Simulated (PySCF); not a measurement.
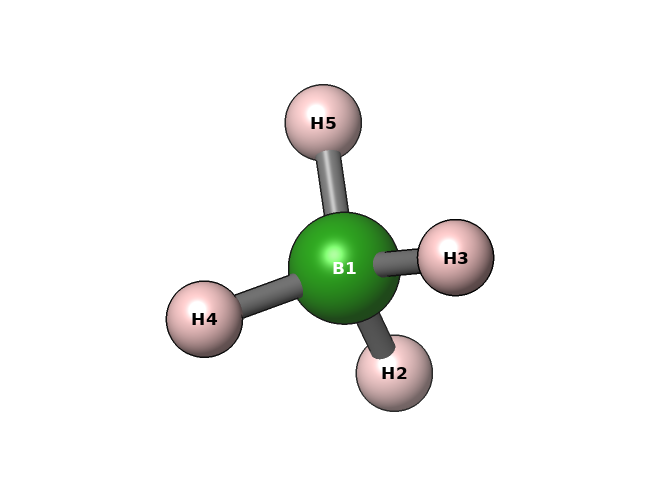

Numbered structure. The species has charge −1 and is a spin singlet. The computed structure is the end point of a PBE0-D3(BJ)/def2-SVP optimisation. No frequency run is at hand to confirm it as a minimum.

### Describe the coordination of atom 1.

B1 has 4 neighbours (H2 at 1.25, H3 at 1.25, H4 at 1.25, H5 at 1.25 Å); the arrangement is tetrahedral.
